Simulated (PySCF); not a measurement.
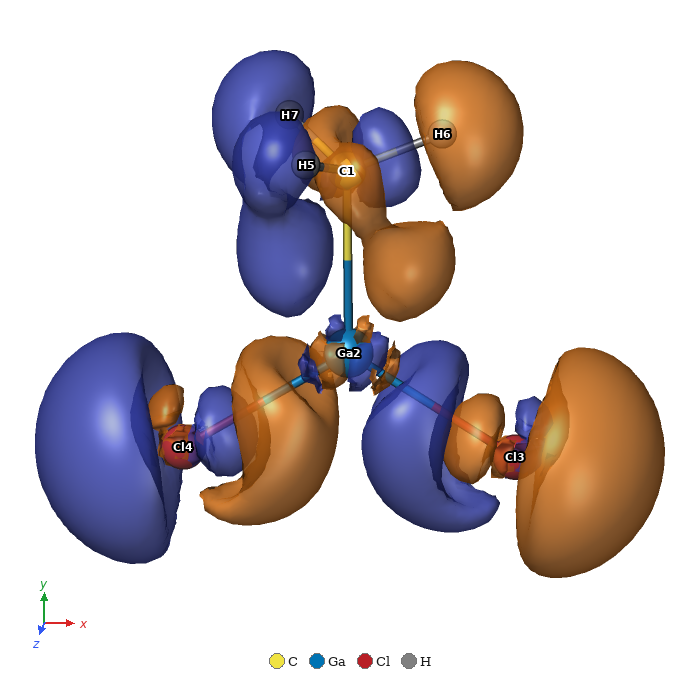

Figure 1: CH₃Cl₂Ga, SMILES `C[Ga](Cl)Cl`. Change of the electron density in a uniform field of 0.21 V/Å, surfaces at ±0.0015 e/Å³ (orange: gain, blue: loss).

PySCF calculation, ωB97X/def2-TZVP, gas phase; geometry: GFN2-xTB. No frequency check shows the geometry to be a minimum. A basis without diffuse functions makes polarisabilities too small. GFN2-xTB bond lengths at metals and heavier atoms can be off by up to 0.1 Å and shapes distorted, which carries into these values.

The field was applied in both directions; the picture shows the one opposite to the script's first.

### Along which Cartesian direction does the field point?

Along −x: electrons gather on the +x side, against the field.

### How large is the response?

The induced dipole is 0.70 D (along the field); α along this axis, from the fields in both directions, is 69 bohr³ (10.2 Å³).
